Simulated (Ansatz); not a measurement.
# SnTe (SMILES [Sn][Te]): BHLYP/def2-TZVPPD (core potential)

Aim: the electronic atomisation energy of SnTe at BHLYP/def2-TZVPPD (core potential), from 3 runs. 

The results are computed with Ansatz 0.2.0.

18 further runs of the same task are left out: 18 set aside as unsound or not needed.

## (1) The structure to begin with

SnTe has 2 atoms, charge 0, and is taken as a singlet. As SMILES, `[Sn][Te]`. The coordinates come from a PBE0-D4/def2-TZVP relaxation.

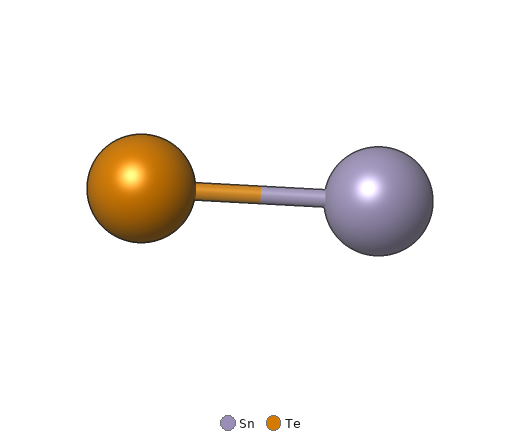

Viewed from a chosen angle; tin purple, tellurium orange.

## (2) A single-point energy at BHLYP/def2-TZVPPD (core potential)

Contents of in.yaml:

```yaml
crystal:
  periodic: [false, false, false]
  atoms:
    - {symbol: Sn, position_ang: [0.000000, 0.000000, 0.009440]}
    - {symbol: Te, position_ang: [-0.000000, -0.000000, 2.527330]}
basis:
  gaussian: {orbitals: def2-TZVPPD.json}
hamiltonian: {xc: {name: BHLYP}}
accuracy: high
output: {orbitals: {seedname: orbitals}}
```

The basis set def2-TZVPPD is read from a file made from the Basis Set Exchange's data (not shown).

The run is started by

```sh
$ ansatz run in.yaml --threads 1 --pin off --max-ram 3480MiB --events-out events.jsonl --progress --plain --runs-dir runs
```

Log:

```text
Warning: RAYON_NUM_THREADS=1 ignored (pool sized by the plan → 1); use --threads N
Functional definition: BHLYP
  name "BHLYP"
  parameter a = 0.5
  exchange = (1 - a)*b88_x + a*exact_x
  correlation = lyp_c
2004 factors; integrals over basis functions are off by at most 2.3e-9 eV
mean field evaluation 1: about -13121.3993 eV, gradient 1.8e1 eV
mean field evaluation 2: about -13115.5617 eV, gradient 4.4e1 eV
mean field evaluation 4: about -13122.8098 eV, gradient 1.5e0 eV
mean field evaluation 8: about -13122.8825 eV, gradient 1.2e-1 eV
mean field evaluation 16: about -13122.8825 eV, gradient 1.2e-5 eV
mean field -13122.88253213 eV, -482.2570380463 hartree, gradient 6.4e-8 eV, S^2 0.000000; 0 other end points of the search recorded, 0 dependent functions left out
reference -13122.88255075 eV, -482.2570387310 hartree; 23, 23 occupied and 92, 92 virtual orbitals, 2004 factors
Total energy: -13122.88255075 eV, -482.2570387310 hartree
```

Run time: 11 s. Hardware: 1 thread of Arm Neoverse V1, shared host; peak memory 0.38 GiB.

## (3) The Sn atom, same level

Contents of run.yaml:

```yaml
basis:
  gaussian:
    orbitals: def2-TZVPPD.json
crystal:
  periodic: [false, false, false]
  atoms:
    - {symbol: Sn, position_ang: [0.000000, 0.000000, 0.000000]}
magnetization:
  spin_polarized: true
  initial_magnetization: 2
hamiltonian:
  xc: {name: BHLYP}
accuracy: high
```

The basis set def2-TZVPPD is read from a file made from the Basis Set Exchange's data (not shown).

The run is started by

```sh
$ ansatz run run.yaml --threads 1 --pin off --max-ram 3480MiB --events-out events.jsonl --progress --plain --runs-dir runs
```

Log:

```text
Warning: RAYON_NUM_THREADS=1 ignored (pool sized by the plan → 1); use --threads N
Functional definition: BHLYP
  name "BHLYP"
  parameter a = 0.5
  exchange = (1 - a)*b88_x + a*exact_x
  correlation = lyp_c
563 factors; integrals over basis functions are off by at most 3.4e-9 eV
mean field evaluation 1: about -5828.2963 eV, gradient 2.5e0 eV
mean field evaluation 2: about -5828.3481 eV, gradient 7.8e-1 eV
mean field evaluation 4: about -5828.3566 eV, gradient 4.4e-1 eV
mean field evaluation 8: about -5828.3573 eV, gradient 5.9e-4 eV
mean field evaluation 16: about -5828.3573 eV, gradient 2.2e-8 eV
mean field -5828.35730947 eV, -214.1881805204 hartree, gradient 4.6e-8 eV, S^2 2.003639; 0 other end points of the search recorded, 0 dependent functions left out
reference -5828.35732409 eV, -214.1881810578 hartree; 12, 10 occupied and 44, 46 virtual orbitals, 563 factors
Total energy: -5828.35732409 eV, -214.1881810578 hartree
```

It took 3.3 s on 1 thread of Arm Neoverse V1, shared host; peak memory 0.13 GiB.

## (4) The Te atom at the same level

Contents of molecule.yaml:

```yaml
crystal:
  periodic: [false, false, false]
  atoms:
    - {symbol: Te, position_ang: [0.000000, 0.000000, 0.000000]}
basis:
  gaussian: {orbitals: def2-TZVPPD.json}
magnetization: {spin_polarized: true, initial_magnetization: 2}
hamiltonian: {xc: {name: BHLYP}}
accuracy: high
```

The basis set def2-TZVPPD is read from a file made from the Basis Set Exchange's data (not shown).

Run the same way, it converges to -267.93445 Eh (log not shown).

## (5) What came out

At BHLYP/def2-TZVPPD (core potential):

| quantity | value |
| --- | --- |
| molecule: total energy | -482.25704 Eh |
| molecule: HOMO energy | -7.35 eV |
| molecule: LUMO energy | -1.98 eV |
| molecule: HOMO–LUMO gap | 5.37 eV |
| Sn atom: total energy | -214.18818 Eh |
| Sn atom: ⟨S²⟩ | 2.004 |
| Te atom: total energy | -267.93445 Eh |
| Te atom: ⟨S²⟩ | 2.004 |
| electronic atomisation energy | 3.657 eV |

In words: Taking the molecule apart into free atoms costs 3.66 eV (84 kcal/mol), before zero-point energy and without spin-orbit coupling.
